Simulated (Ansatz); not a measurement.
**C2H8InN: basis-set convergence**

How large a basis does C2H8InN need? Two functionals are run in growing sets.

The runs use Ansatz 0.2.0, Gaussian basis; one geometry, several basis sets.

The runs, in order: PBE0-D4/def2-SVP; ωB97M-V/def2-SVP; PBE0-D4/def2-QZVPP; ωB97M-V/def2-QZVPP; the functionals' def2-TZVPP values are taken from earlier runs.

### 1 The relaxed structure

An earlier PBE0-D4 in a triple-zeta def2 set relaxation fixed the geometry. In takes the def2 core potential; no spin-orbit term is included.

12 atoms, charge 0, spin multiplicity 1.

Atoms are counted from 1 here; the program's logs count them from 0.

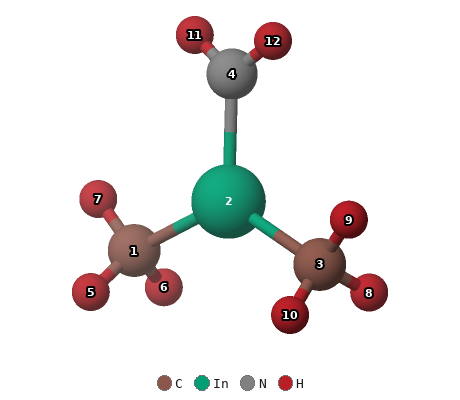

The geometry (carbon brown, indium teal, nitrogen grey, hydrogen red); atoms are numbered from 1 in the order of the file.

### 2 PBE0-D4 in def2-SVP

Contents of in.yaml:

```yaml
crystal:
  periodic: [false, false, false]
  atoms:
    - {symbol: C, position_ang: [-0.704033, 1.760444, -0.949170]}
    - {symbol: In, position_ang: [-0.031450, -0.059439, -0.025761]}
    - {symbol: C, position_ang: [1.487008, -0.418690, 1.451512]}
    - {symbol: N, position_ang: [-0.992737, -1.721265, -0.656249]}
    - {symbol: H, position_ang: [0.123739, 2.259036, -1.456439]}
    - {symbol: H, position_ang: [-1.098214, 2.445431, -0.196322]}
    - {symbol: H, position_ang: [-1.487741, 1.549569, -1.677260]}
    - {symbol: H, position_ang: [1.159571, -0.044714, 2.423737]}
    - {symbol: H, position_ang: [1.685484, -1.487425, 1.538564]}
    - {symbol: H, position_ang: [2.413291, 0.094176, 1.188068]}
    - {symbol: H, position_ang: [-1.744480, -1.726597, -1.325502]}
    - {symbol: H, position_ang: [-0.810439, -2.650525, -0.315179]}
basis:
  gaussian: {orbitals: def2-SVP}
hamiltonian: {xc: pbe0, dispersion: d4}
output: {orbitals: {seedname: orbitals}}
```

Launch:

```sh
ansatz run in.yaml --threads 4 --pin off --events-out ev --progress --plain --max-ram 10444MiB
```

The runs that follow: ωB97M-V in def2-SVP; PBE0-D4 in def2-QZVPP; ωB97M-V in def2-QZVPP.

Q: Predict the results of all the runs planned. Wanted: PBE0-D4: double and triple zeta above quadruple; ωB97M-V: double and triple zeta above quadruple.

The runs gave:

| quantity | value |
| --- | --- |
| PBE0-D4: double and triple zeta above quadruple | 4.97, 0.29 eV |
| ωB97M-V: double and triple zeta above quadruple | 5.22, 0.28 eV |

PBE0-D4 gains 4.68 eV from double to triple zeta, then 0.29 eV more. Total energies overstate the basis error of differences, where much of it tends to cancel. The LUMO of ωB97M-V is positive and keeps falling with the basis (1.40 to 0.77 eV): an unbound level that the basis holds in place.
